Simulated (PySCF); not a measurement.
# NMR shielding calculation, with input and output: C4H6F2S2

C4H6F2S2, computed with GIAO mPW1PW91/pcSseg-1 NMR shielding, non-relativistic, IEF-PCM tetrahydrofuran (PySCF 2.14.0).

The geometry comes from this level: GFN2-xTB. It belongs to a series of runs on one base structure; here: solvent tetrahydrofuran; mPW1PW91/pcSseg-1; grid level 3; conv 1e-08. Figures and captions count atoms from 1; the log counts them from 0 in places.

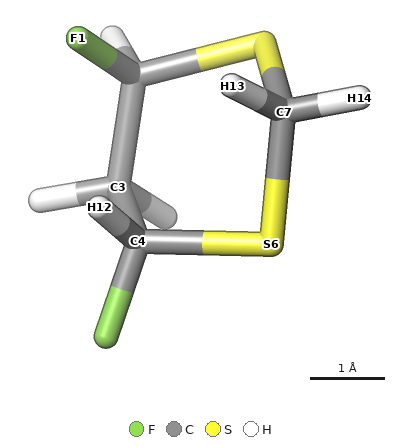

The structure (stick view, seen at a tilt; atoms are numbered from 1 in the order of the input). Bond lengths as drawn: C–C 1.52 Å, C–F 1.36 to 1.37 Å, C–H 1.09 to 1.10 Å and C–S 1.81 to 1.84 Å.

**Results in brief**

| quantity | value |
| --- | --- |
| outcome | converged |
| total energy | −1151.987511 hartree |
| HOMO | −6.80 eV |
| LUMO | 0.10 eV |
| dipole moment | 1.71 D |
| isotropic shielding, F | 368.0 to 369.9 ppm |
| isotropic shielding, C | 83.8 to 146.5 ppm |
| isotropic shielding, S | 414.9 to 417.0 ppm |
| isotropic shielding, H | 25.3 to 29.4 ppm |
| hardware | 1 CPU thread, shared host |
| wall time | 54 s |
| peak memory | 0.96 GiB |

**Notes**

Settings chosen away from the usual ones: solvent tetrahydrofuran; mPW1PW91/pcSseg-1; grid level 3; conv 1e-08.

**Input file**
```
{"job": {"kind": "nmr", "xc": "mPW1PW91", "basis": "pcSseg-1", "solvent": "tetrahydrofuran", "pop": false, "grid": 3, "scf": {"conv": 1e-08}}, "charge": 0, "multiplicity": 1}
F      0.388645    -1.757331    -0.866066
C     -0.107106    -1.349927     0.347042
C     -1.216515    -0.330369     0.133873
C     -0.764960     0.862838    -0.699409
F     -1.848995     1.609932    -1.041722
S      0.402829     1.945357     0.224177
C      1.715703     0.703827     0.357130
S      1.256450    -0.720789     1.385144
H     -0.478640    -2.243396     0.858969
H     -2.040420    -0.813019    -0.400255
H     -1.580253     0.013561     1.103774
H     -0.279438     0.549339    -1.632779
H      1.990349     0.347483    -0.634517
H      2.561672     1.182023     0.842473
```

The first line tells a small driver script what to run in PySCF; the rest is the geometry in Å.

Launch command:
```bash
OMP_NUM_THREADS=1 python <driver script> task.json out
```

**Output**
```
final grid: 181608 points
cycle   1  E = -1151.9083333446  dE =  1.069e+00  |g| = 6.735e-01  |ddm| = 3.493e+00
cycle   2  E = -1151.8344392535  dE =  7.389e-02  |g| = 9.806e-01  |ddm| = 1.039e+00
cycle   3  E = -1151.9866073809  dE = -1.522e-01  |g| = 6.306e-02  |ddm| = 6.330e-01
cycle   4  E = -1151.9873068476  dE = -6.995e-04  |g| = 3.022e-02  |ddm| = 7.586e-02
cycle   5  E = -1151.9875066254  dE = -1.998e-04  |g| = 4.521e-03  |ddm| = 2.771e-02
cycle   6  E = -1151.9875111105  dE = -4.485e-06  |g| = 1.403e-03  |ddm| = 5.728e-03
cycle   7  E = -1151.9875114603  dE = -3.499e-07  |g| = 2.978e-04  |ddm| = 1.476e-03
cycle   8  E = -1151.9875114739  dE = -1.358e-08  |g| = 1.252e-04  |ddm| = 2.966e-04
cycle   9  E = -1151.9875114763  dE = -2.418e-09  |g| = 2.778e-05  |ddm| = 1.085e-04
converged SCF energy = -1151.9875114763

GIAO shielding tensors (ppm)
atom      isotropic    diamagn.    paramagn.     s11        s22        s33       span
  0 F      367.985     476.493    -108.508    281.892    395.006    427.058    145.166
  1 C       83.828     243.796    -159.968     44.498     79.419    127.565     83.067
  2 C      140.383     248.491    -108.108    126.674    140.952    153.523     26.849
  3 C       88.175     244.274    -156.099     50.356     75.253    138.916     88.561
  4 F      369.945     470.617    -100.673    302.092    376.717    431.026    128.934
  5 S      414.895    1054.621    -639.726    255.856    437.629    551.201    295.345
  6 C      146.470     251.708    -105.238    111.993    155.441    171.976     59.983
  7 S      417.042    1054.770    -637.728    230.581    467.751    552.793    322.212
  8 H       25.331      27.888      -2.556     22.526     23.702     29.766      7.240
  9 H       28.565      28.478       0.087     24.856     27.139     33.699      8.842
 10 H       29.388      28.660       0.728     26.739     27.748     33.677      6.938
 11 H       25.454      29.004      -3.550     23.026     26.381     26.956      3.930
 12 H       26.918      29.279      -2.360     21.131     26.707     32.916     11.785
 13 H       27.898      28.217      -0.319     21.377     26.138     36.179     14.802
```

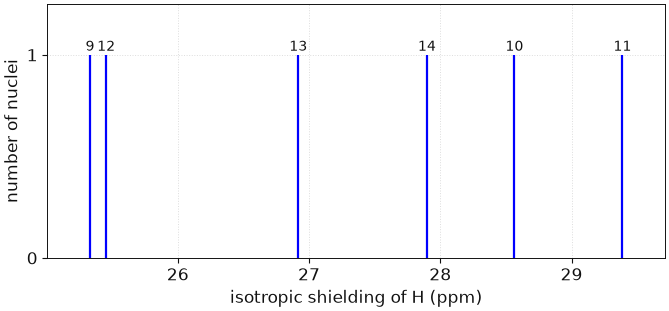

Isotropic shieldings of the hydrogen nuclei in this fixed geometry, labelled by atom number; shielding grows to the right, so chemical shift grows to the left. The least shielded is H9 (25.3 ppm), the most shielded H11 (29.4 ppm).
